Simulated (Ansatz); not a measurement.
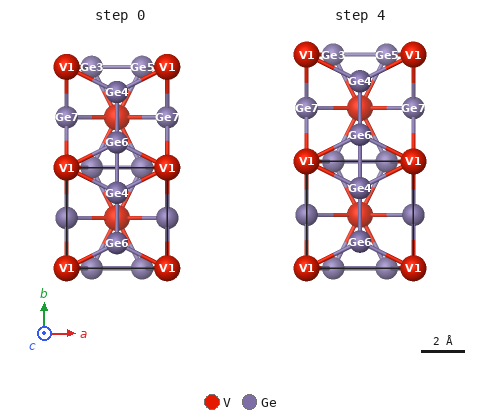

The structure of solid VGe3 (set up in Pm-3n) (coarse preliminary run) before (left) and after (right) a relaxation, at one scale.

Style: ball-and-stick. Shown: the cell of the calculation, repeated 1 × 2 × 1 with one cell outlined, along the c axis.

Method: DFT r2SCAN, scalar-relativistic, plane waves, PAW (Ansatz 0.2.0).

The input:
```yaml
crystal:
  lattice:
    - [4.768, 0.0, 0.0]
    - [0.0, 4.768, 0.0]
    - [0.0, 0.0, 4.768]
  atoms:
    - { symbol: V, position: [0.0, 0.0, 0.0], spin: 1.46 }
    - { symbol: V, position: [0.5, 0.5, 0.5], spin: 1.46 }
    - { symbol: Ge, position: [0.25, 0.0, 0.5] }
    - { symbol: Ge, position: [0.5, 0.75, 0.0] }
    - { symbol: Ge, position: [0.75, 0.0, 0.5] }
    - { symbol: Ge, position: [0.5, 0.25, 0.0] }
    - { symbol: Ge, position: [0.0, 0.5, 0.75] }
    - { symbol: Ge, position: [0.0, 0.5, 0.25] }
basis:
  ecutwfc: 500
kpoints:
  mp_grid: { grid: [4, 4, 4] }
hamiltonian:
  xc: r2scan
scf:
  occupations: { method: gaussian, width: 0.1 }
output:
  forces: true
  stress: true
  eigenvalues: true
  populations: true
magnetization:
  spin_polarized: true
relax:
  adjacent_minimum: "off"
  f_tol: 0.05
  max_steps: 80
  cell: { stress_tol: 0.5 }
```

Run as
```bash
ansatz run input.yaml --threads 2 --pin off --max-ram 5120MiB --backend cpu --events-out ev --progress --plain --runs-dir out
```

### Summarise the run.

No atom moves by more than 0.005 Å relative to the cell. Cell: a = b = c 4.768 → 5.059 Å (+6.1 %). Volume +19.4 %. Near-neighbour distances that change, for instance: V1–Ge3 2.665 → 2.828 Å, Ge3–Ge5 2.384 → 2.529 Å. The space group stays Pm-3n (No. 223). After 3 accepted moves (4 points after the start) the energy has fallen by 185 meV per atom. All forces vanish by symmetry, so only the cell relaxes. The pressure goes from 26.21 to 0.09 GPa. At 1 point the geometry stayed and the basis and grid were re-selected for the new cell (energy shift of 1.6 meV per atom at most each time). Cost: 35 s on 2 threads of AMD EPYC 9R45 (Zen 5), on a shared host, peak memory 0.91 GiB.
